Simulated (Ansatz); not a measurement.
BF2H···HCl

Input

```
crystal:
  periodic: [false, false, false]
  atoms:
    - {symbol: B, position_ang: [-0.091187, -0.124107, -0.413498]}
    - {symbol: Cl, position_ang: [0.178924, 1.462808, 0.944305]}
    - {symbol: F, position_ang: [0.890370, -0.093870, -1.298845]}
    - {symbol: F, position_ang: [-1.359568, -0.149696, -0.786008]}
    - {symbol: H, position_ang: [0.234806, -0.083065, 1.021186]}
    - {symbol: H, position_ang: [0.146555, -1.012070, 0.532861]}
basis:
  gaussian: {orbitals: def2-TZVPP}
hamiltonian: {xc: pbe0, dispersion: d4}
output: {orbitals: {seedname: orbitals}}
```

Launched as:

```sh
ansatz run in.yaml --threads 2 --pin off --events-out ev --progress --plain --max-ram 4352MiB
```

A transition-state structure; geometry: PBE0-D4/def2-TZVP.

The calculation used RKS PBE0-D4/def2-TZVPP (Ansatz 0.2.0).

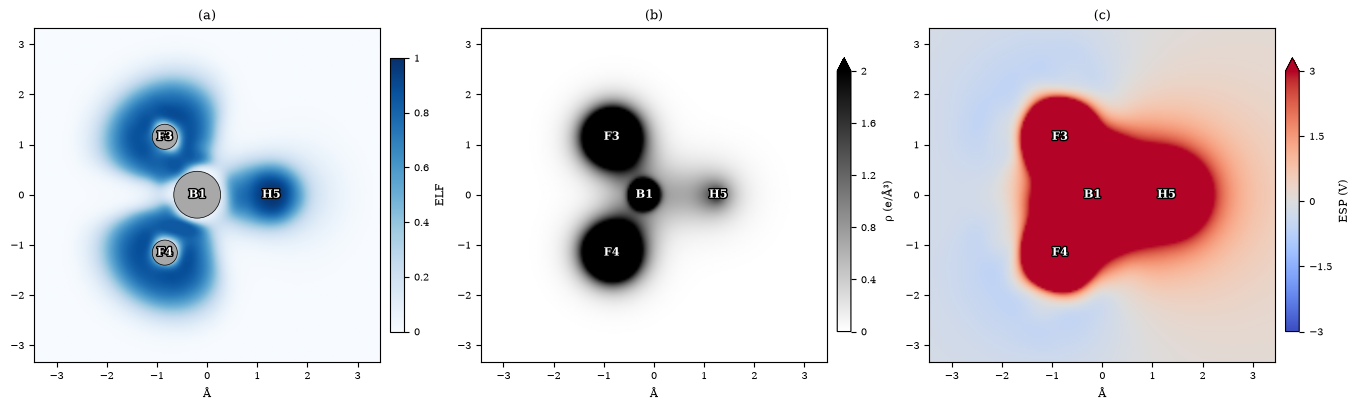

Figure 1. (a) ELF; (b) total electron density; (c) molecular electrostatic potential on the plane of atoms F3, B1 and F4. Grey discs cover the atomic cores in the ELF map.

> What do the fields say about this system?

The plane passes through B, F and H nuclei. B–F (1.32 Å): ρ at the midpoint is about 2.2 e/Å³; the ELF peaks at about 0.85 between the atoms: a polar covalent bond. The ELF also peaks beside F4 and F3, away from the bonds: lone-pair regions. Outside the dense part of the complex the potential is most negative (−0.6 V) near F3 and F4.

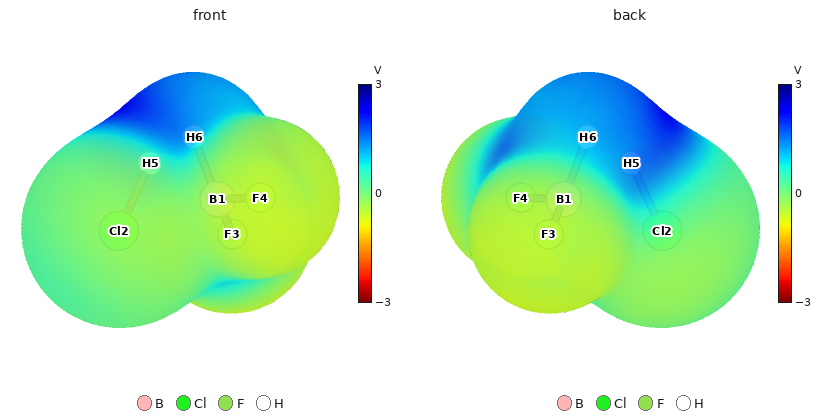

Figure 2. The electrostatic potential painted on the density surface at 0.002 e/bohr³, seen from the front and from behind; the colour scale runs from red (negative) to blue (positive).

> Describe the electrostatic potential map.

The most negative region (about −0.6 V) lies over F3 and F4, the most positive (about +2.2 V) over H5.

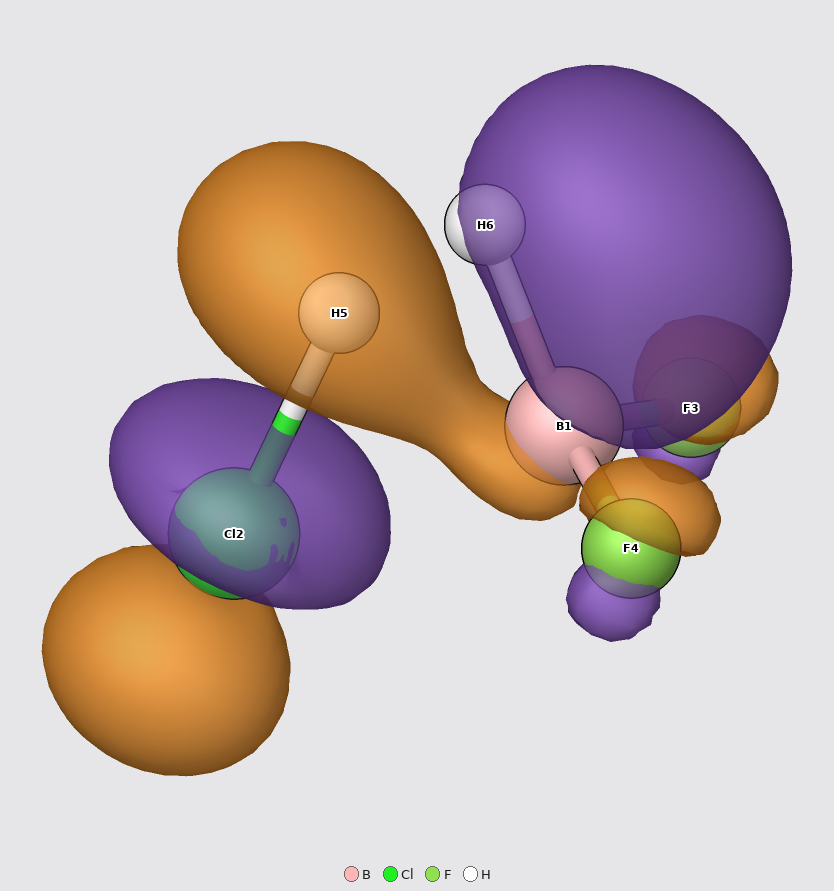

Figure 3. The LUMO at ±0.15 Å⁻³ᐟ² (orange and purple are the two phases), seen at a tilt.

> What is the character of this orbital?

It lies mainly on Cl2 (about 30 %), B1 (about 25 %), H5 (about 20 %) and H6 (about 15 %). Its energy is −0.30 eV.
